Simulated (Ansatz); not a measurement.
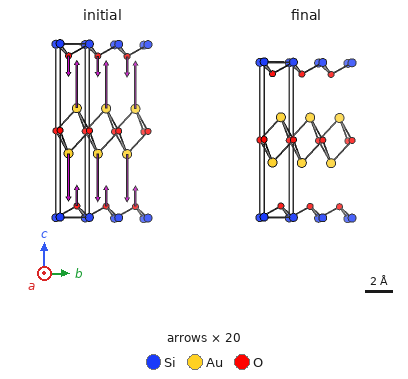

The structure of crystalline SiAu2O3 (built on the CaSm2S3-164 type type) before (left) and after (right) a relaxation, at one scale. The purple arrows give the displacements (the part carried along by the change of the cell is left out), 20 times their true length.

Style: ball-and-stick. Shown: the cell of the calculation, repeated 1 × 3 × 1 with one cell outlined, from a free direction.

Level of theory: DFT, r2SCAN+rVV10, plane waves, PAW (Ansatz). (plane-wave cutoff 500 eV; k-point mesh 12 × 12 × 2; occupations fermi dirac; smearing width 0.03 eV; no spin polarisation; cell and atoms relaxed; force threshold 0.01 eV/Å; at most 120 steps)

**Describe what moved and what it gained.**

The largest moves relative to the cell, 0.18 Å, are those of Au atoms. By element the largest moves are Au 0.18 Å, O 0.08 Å. Si stays in place. Cell: a = b 2.756 → 2.758 Å (+0.1 %), c 13.105 → 11.731 Å (−10.5 %). Volume −10.3 %. Among the contacts that change: O–Si 1.823 → 1.818 Å. The space group stays P-3m1 (No. 164). Over 5 accepted moves (6 points after the start) the energy falls by 13.4 meV per atom. Largest force component: 0.23 eV/Å at the start, 0.007 eV/Å at the end. The pressure goes from −0.83 to 0.02 GPa. The SCF was repeated once at an unchanged geometry on a basis and grid sized afresh for the cell, which shifted the energy by 0.8 meV per atom at most.
